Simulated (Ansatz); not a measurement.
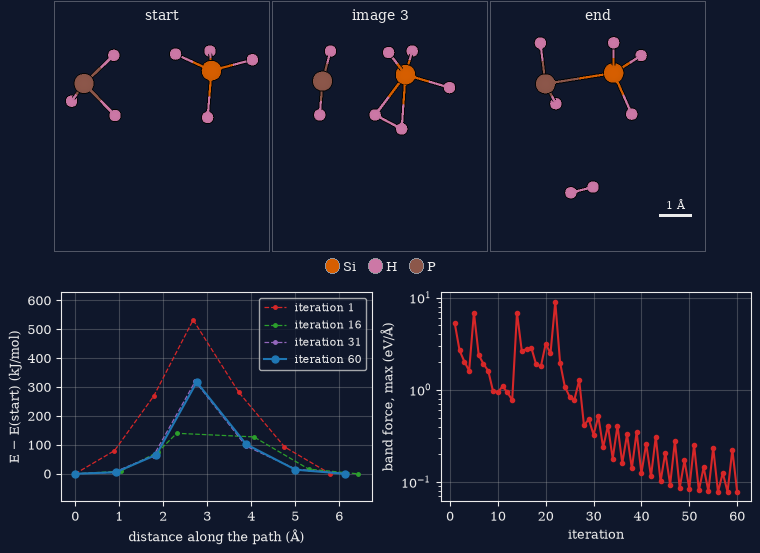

A nudged-elastic-band calculation for SiPH$_{7}$, made up at the start of SiH4 and PH3. Images are numbered from 0 (start) to 6 (end). The plot follows the band through its iterations. A ball-and-stick model, seen at a tilt.

These are results of RKS PBE0-D4/6-31G* (Ansatz 0.2.0), not measurements. Run with 5 movable images; climbing image; force threshold 0.05 eV/Å; iteration limit 60; optimiser L-BFGS; largest step 0.5 Å; starting path through a guess of the saddle point.

### Judge this run.

The result isn't final. The band hadn't converged when the run stopped after 60 iterations. The largest component of the band force went from 5.3 to 0.079 eV/Å. The barrier read from it is provisional, though the highest image hardly moved in the last two iterations. The step length is far from the usual. The first iteration put the highest image at 532.5 kJ/mol. The two ends have the same energy, and the highest point, image 3, lies 317.2 kJ/mol above the start.

Limits of the set-up: the start holds two separate molecules, 3.0 Å apart at their closest, whose relative position is a soft coordinate.

The run took 9 min on 1 thread of Arm Neoverse V1, on a shared host, peak memory 0.11 GiB.
